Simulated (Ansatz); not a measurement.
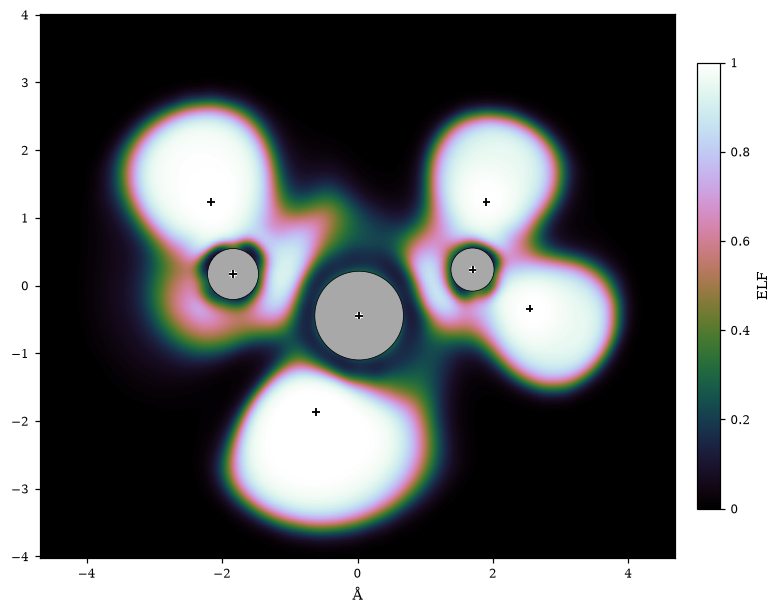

The ELF on a plane through atoms (crosses mark nuclei in the plane; grey discs cover the cores).

The calculation used RKS PBE-D4/def2-SVP in Ansatz 0.2.0.

Candidates:
A. BClH$_{2}$O···CH$_{4}$O
B. CH$_{6}$GaN

Which candidate gave the map?

Candidate B: CH$_{6}$GaN on the plane of atoms H6, Ga1 and N7, which holds Ga, C, H and N. Ga–N (1.81 Å): the ELF peaks at about 0.85 in the valence shell of N, 0.6 Å from its nucleus, and is about 0.35 at the midpoint. C–Ga (1.96 Å): the ELF peaks at about 0.90 in the valence shell of C, 0.7 Å from its nucleus, and is about 0.55 at the midpoint.
